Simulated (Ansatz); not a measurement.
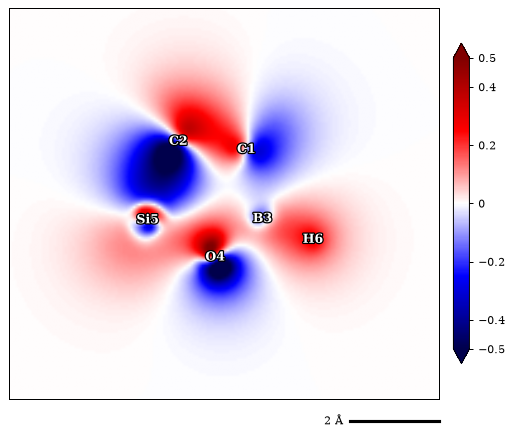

Figure. C2H7BOSi. The HOMO−1 on the plane of atoms O4, B3 and H6 (values in Å⁻³ᐟ²; the overall sign is arbitrary).

Geometry: PBE-D3(BJ)/def2-SVP.

These are results of isolated molecule in a Gaussian basis; Kohn-Sham density functional theory, functional PBE0 (Ansatz), not measurements.

```tsv
atom	x (Å)	y (Å)	z (Å)
C	0.6125	0.2231	0.0385
C	-0.2819	-0.8460	0.7322
B	1.1258	-0.3424	-1.3578
O	0.9212	-1.6795	-1.5705
Si	0.1273	-2.4302	-0.2315
H	1.7084	0.3009	-2.2149
H	0.1123	1.2103	-0.0570
H	1.5272	0.4316	0.6424
H	-0.1163	-0.9279	1.8250
H	-1.3579	-0.6120	0.5916
H	-1.0444	-3.2196	-0.7405
H	1.0986	-3.3637	0.4358
```

> Describe this orbital and give its energy.

By Hirshfeld shares it lies mainly on C2 (about 30 %), Si5 (about 20 %), O4 (about 15 %), C1 (about 10 %) and H12 (about 5 %). Its energy is −8.69 eV.
